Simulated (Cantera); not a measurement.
A closed system holds: 1 mol CCl₄, 11 mol H₂, held at 6.00 Pa.

Method: chemical equilibrium by Gibbs-energy minimisation in Cantera with the NASA 1993 tables (ideal gas, pure condensed phases). Candidate condensed phases: C, C₆H₆, C₇H₈, C₈H₁₈; 91 gas species. Kinetics and transport are ignored.

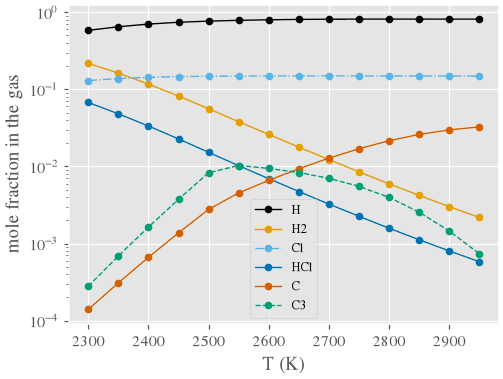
Figure. Equilibrium gas composition (values under 1e-9 drawn at 1e-9)

From 2300 K to 2500 K the condensed part is C(graphite). From 2550 K to 2950 K nothing is condensed. The main C-bearing gas is C₂H₂ (acetylene) at 2300 K and C at 2950 K.
